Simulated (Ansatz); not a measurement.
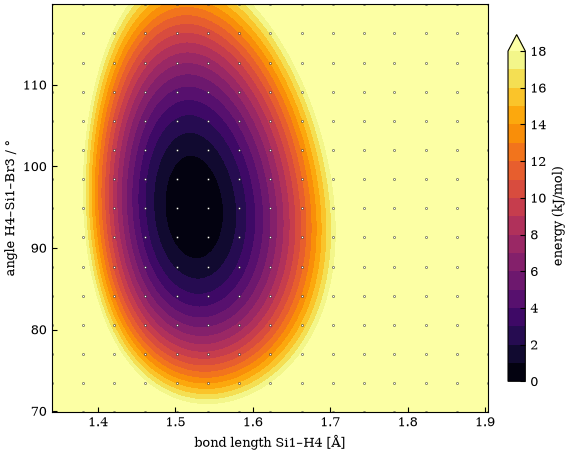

CH2BrSi, SMILES [SiH+]=CBr, charge +1. The first coordinate is: bond length Si1–H4; the second: angle H4–Si1–Br3. Nothing is relaxed (all other coordinates rigid). The scan uses a 15 × 15 grid. Points are written as (first, second). Energies are in kJ/mol, from the relaxed molecule at the same level. Computed with RKS SPW92 (LDA)/def2-TZVP in Ansatz.

Drawn: filled contours, dots at the grid points, one colour for all values above the top of the scale. Between grid points the surface is interpolated.

Where is the minimum, and how stiff is the well along each coordinate?

Answer. The interpolated minimum is at bond length Si1–H4 ≈ 1.523 Å, angle H4–Si1–Br3 ≈ 94.9°. The curvatures there are about 15 eV/Å² and 1.7 eV/rad², with a cross term of about 0.5 eV/(Å·rad). Round the minimum the two coordinates are weakly coupled (coupling 0.10 in units of the two stiffnesses). (1 eV is 96.5 kJ/mol.)
